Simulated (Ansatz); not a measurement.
**Amorphous Si$_{24}$O$_{49}$Mg**

A CHGNet melt-quench gave the starting glass, which DFT then relaxed. O atoms were pushed apart under 1.9 Å during the dynamics, to hinder bonds among them. The hot cell started wider than the set density and was brought back towards it in steps. It is the lowest in DFT energy of 2 quenches. It is a model cell: composition and starting density were chosen by hand, and all elements were melted together. No dispersion term was used.

Methods: PBE, scalar-relativistic without spin-orbit coupling (Ansatz, a first-principles code); r2SCAN, scalar-relativistic without spin-orbit coupling (Ansatz); HSE06, scalar-relativistic without spin-orbit coupling (Ansatz). Geometry, pressure, stress and energy are those of the PBE run. Its sampling: a 2×2×2 Γ-centred mesh; Fermi-Dirac width 0.02 eV; no spin polarisation. Other functionals are single points at the zone centre (r2SCAN at 500 eV; exact exchange cut at the cell's faces), free to take moments where seeds were set. At PBE the levels at the filled edge of the gap are localised (band-tail or defect states), and the nearest spread-out levels lie 5.5 eV apart at the zone centre.

- Number of atoms in the cell: 74
- Density (held, not predicted): 2.22 g/cm^3
- Volume per atom: 15.01 Å^3
- Pressure on a 2×2×2 Γ-centred mesh: 1.24 GPa
- Largest force and stress component on that mesh (the relaxation ran on the zone centre alone): 0.03 eV/Å and 2.7 GPa
- Energy relative to alpha cristobalite + rock-salt MgO (lowest mix at this level among the phases computed, not always the ambient ones): 0.125 eV/atom
- Level gap on a 2×2×2 Γ-centred mesh (PBE): 4.66 eV
- Level gap at the zone centre (PBE): 4.66 eV
- Level gap at the zone centre (r2SCAN): 5.32 eV
- Level gap at the zone centre (HSE06): 6.41 eV

Cut-offs for bonds: Si-Si 2.60 Å, Si-O 1.90 Å, Si-Mg 2.82 Å, O-O 1.58 Å, O-Mg 2.48 Å, Mg-Mg 3.19 Å. Two cations that share two anions don't count as bonded, nor two that share one unless they lie closer than Si-Si 2.38 Å, Si-Mg 2.74 Å, Mg-Mg 3.10 Å.

| Item | Result |
|---|---|
| Mean coordination of Si by anions | 4.00 (24 with 4) |
| Mean coordination of O | 2.04 (47 with 2, 2 with 3) |
| Mean coordination of Mg by anions | 4.00 (1 with 4) |
| Mean Si-O bond | 1.637 Å (spread 0.021 Å, 96 counted) |
| Mean O-Mg bond | 2.032 Å (spread 0.198 Å, 4 counted) |

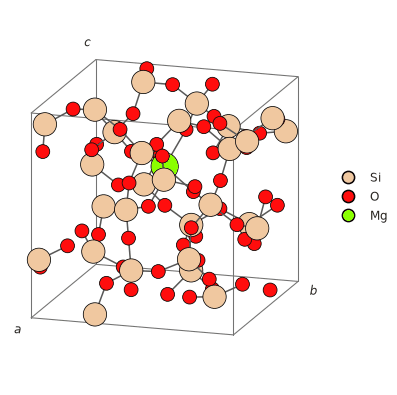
Figure. The relaxed cell

Its density started from a set value of 2.22 g/cm³. Cooling (nominally 400 K/ps over its main leg) ran many orders faster than in experiment, which tends to leave more defects and strain. One small periodic cell is one sample of the glass; other quenches scatter about these values. The volume was held where the preparation left it, at a PBE pressure of 1.2 GPa. Stress components on the final sampling reach 2.7 GPa.
